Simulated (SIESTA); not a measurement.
Band structure of Al₂Au (Fm-3m, 3 atoms in the cell).

```xyz
3
Lattice="0.0000 3.0297 3.0297 3.0297 0.0000 3.0297 3.0297 3.0297 0.0000" Properties=species:S:1:pos:R:3 pbc="T T T"
Al     1.5148     1.5148     1.5148
Al     4.5445     4.5445     4.5445
Au     0.0000     0.0000     0.0000
```

Method of the run: GGA PBE, numerical atomic orbitals DZP, PseudoDojo PBE standard norm-conserving potentials (rewritten from UPF to PSML) (SIESTA 5.4.2).

Settings: XC.functional = GGA; XC.authors = PBE; potentials = PseudoDojo PBE standard; PAO.BasisSize = DZP; PAO.EnergyShift = 0.01 Ry; MeshCutoff = 400 Ry; kgrid.MonkhorstPack = 6 6 6; OccupationFunction = FD; ElectronicTemperature = 100 meV; MaxSCFIterations = 150; SCF.Mixer.Method = Pulay; SCF.Mixer.Weight = 0.25; SCF.Mixer.History = 6; SCF.DM.Tolerance = 1.0E-05.

The starting cell comes from a database of computed structures (which also holds hypothetical and non-ambient phases and stackings), without a prior relaxation at this level. Its lattice was rescaled by a random factor within 2.5 % of one. Spin-orbit coupling is off. Values carry the incompleteness of an atom-centred basis.

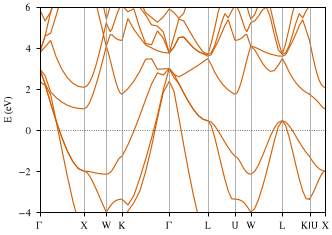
Figure. Bands along the path, energies from the Fermi level.

Levels in eV from the Fermi level, bands 10 to 15:
```tsv
point	10	11	12	13	14	15
Γ	-5.63	2.39	3.01	3.01	3.01	3.77
X	-5.30	-4.98	-1.98	-1.98	1.05	2.09
W	-5.17	-3.98	-3.98	-2.13	4.09	4.09
K	-5.50	-4.58	-3.35	-1.27	1.76	4.38
L	-5.51	-5.42	0.47	0.47	3.50	3.61
U	-5.50	-4.58	-3.35	-1.27	1.76	4.38
```

Bands cross the Fermi level along this path, so the cell is metallic at this level.

Higher empty bands are left out: an atom-centred basis made for the valence describes them poorly.
